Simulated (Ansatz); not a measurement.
CH12O2Si4: molecular dynamics

- system: CH12O2Si4
- method: RKS revPBE-D4/STO-3G (Ansatz 0.2.0)

One setting was made poor on purpose. It belongs to a series of runs on one base structure; here: an input spoilt on purpose.

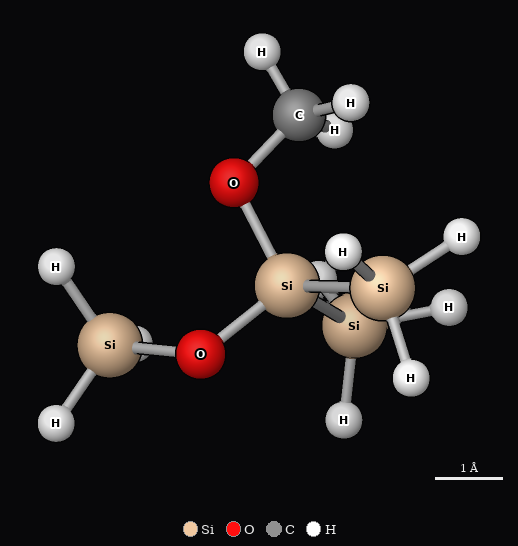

*The structure as given in the input (ball-and-stick view, seen at a tilt).*

Input
```yaml
crystal:
  periodic: [false, false, false]
  atoms:
    - { symbol: Si, position_ang: [-0.050723, -0.106775, -0.226518] }
    - { symbol: O, position_ang: [0.293325, -0.344372, 1.483572] }
    - { symbol: C, position_ang: [-0.962706, -0.445848, 2.237493] }
    - { symbol: H, position_ang: [-1.62641, -1.289071, 1.903114] }
    - { symbol: H, position_ang: [-0.698898, -0.634615, 3.305456] }
    - { symbol: H, position_ang: [-1.584459, 0.489628, 2.207279] }
    - { symbol: O, position_ang: [1.527044, -0.022846, -0.915494] }
    - { symbol: Si, position_ang: [2.57223, -1.307349, -0.41896] }
    - { symbol: H, position_ang: [1.911811, -2.614865, -0.463392] }
    - { symbol: H, position_ang: [3.681067, -1.298224, -1.366935] }
    - { symbol: H, position_ang: [3.111327, -1.112749, 0.92763] }
    - { symbol: Si, position_ang: [-1.032669, 1.905786, -0.659434] }
    - { symbol: H, position_ang: [-2.415834, 1.913438, -0.19832] }
    - { symbol: H, position_ang: [-0.339253, 3.00809, -0.004864] }
    - { symbol: H, position_ang: [-1.051421, 2.170555, -2.093061] }
    - { symbol: Si, position_ang: [-1.296197, -1.863508, -1.025922] }
    - { symbol: H, position_ang: [-1.200067, -3.054575, -0.190133] }
    - { symbol: H, position_ang: [-2.707189, -1.506175, -1.119586] }
    - { symbol: H, position_ang: [-0.853578, -2.232726, -2.365524] }
basis:
  gaussian: { orbitals: STO-3G }
hamiltonian:
  xc: revpbe
  dispersion: d4
md:
  timestep: 0.5
  n_steps: 25
  ensemble: npt_langevin
  temperature: 1000.0
  initial_velocities: maxwell_boltzmann
  seed: 984227
  friction: 0.05
  pressure: 1.0
```

Hardware: 1 thread of Arm Neoverse V1, 24 GiB of memory available, shared host.

Run as:
```bash
ansatz run input.yaml --threads 1 --pin off --max-ram 2048MiB --backend cpu --events-out ev --progress --plain --runs-dir out
```

Log
```
Error: invalid value for `basis.gaussian`: such a run doesn't read md.pressure; remove what it names
```

What the run reported

```csv
quantity,value
outcome,refused by the program
```

Diagnosis

The program refused the input: “invalid value for `basis.gaussian`: such a run doesn't read md.pressure; remove what it names” A deliberately poor setting: bad input.
